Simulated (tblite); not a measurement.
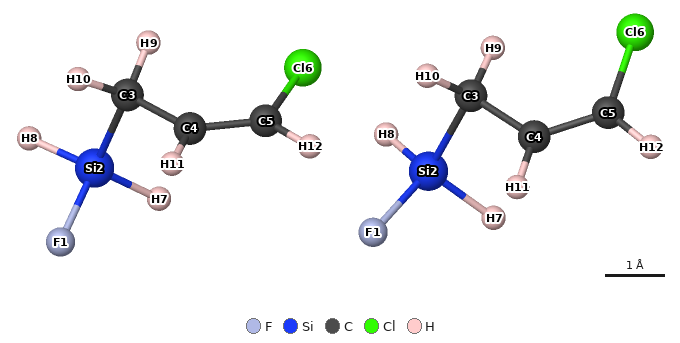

Two geometries of C$_{3}$H$_{6}$ClFSi, drawn at one scale. One is the start of a relaxation, the other its converged end. Style: ball-and-stick. Shown at a tilt.

The calculation used GFN2-xTB geometry optimisation, gas phase (tblite). 

Which of the two is the end point?

The left one is the relaxed one. Over 77 geometry steps the energy falls by 0.379 eV. The largest move after the best rigid fit is that of Cl6, 0.71 Å. By element the largest moves are Cl 0.71 Å, H 0.58 Å, F 0.55 Å, C 0.23 Å, Si 0.16 Å. Near-neighbour distances that change, for instance: F1–Si2 1.695 → 1.612 Å, Si2–H7 1.481 → 1.452 Å, C5–Cl6 1.750 → 1.727 Å, C3–H10 1.110 → 1.090 Å. Among the angles between lasting bonds that change: Cl6–C5–H12 122.3° → 113.2°, F1–Si2–H8 113.3° → 105.0°, C4–C5–H12 116.5° → 124.0°. Groups turn about C3–C4 by about 25°.
